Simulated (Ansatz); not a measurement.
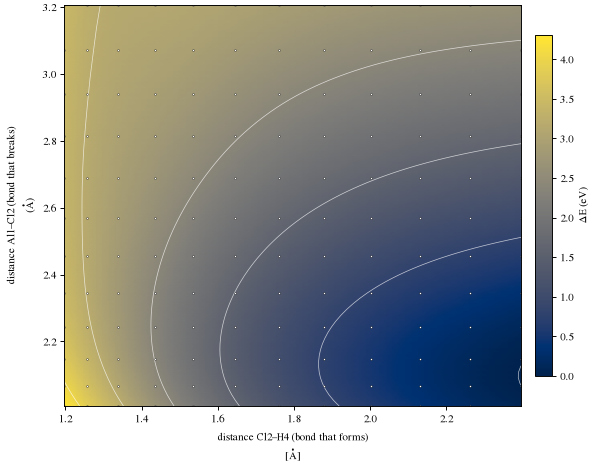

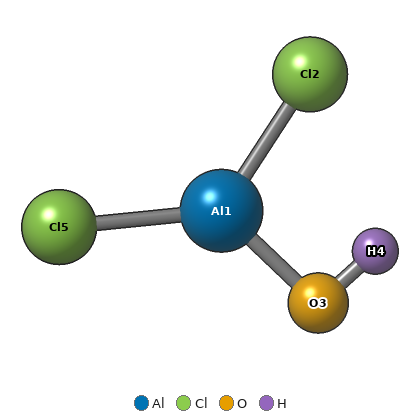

Energy landscape of the reacting system AlCl2HO (fragments AlCl₂HO where the first distance is long, AlClO + ClH where the second is long). The first coordinate is: distance Cl2–H4 (bond that forms); the second: distance Al1–Cl2 (bond that breaks). Relaxed at each point: all other coordinates. The grid has 12 × 12 points. Points are written as (first, second). Energies: eV, counted from the lowest grid point. The reference is spin-restricted, so regions where a bond is pulled apart into radicals lie too high. All numbers below come from Ansatz 0.2.0, RKS B3LYP-D4/def2-SVP.

Drawn: a smooth colour map with a few white contour lines, dots at the grid points. Between grid points the surface is interpolated. The second picture is the structure at the lowest point.

> What does the map say about the system?

The lowest grid point is at (2.397 Å, 2.067 Å). It lies at the edge of the scanned range, so the true minimum may lie outside. The highest grid point, (1.197 Å, 2.007 Å), lies 4.31 eV above the lowest.

Each point was launched as `ansatz run input.yaml --threads 1 --pin off --max-ram 2560MiB --backend cpu --events-out ev --progress --plain --runs-dir out`. The whole map (144 points run) took 20 min on 1 thread of Arm Neoverse V1, on a shared host.
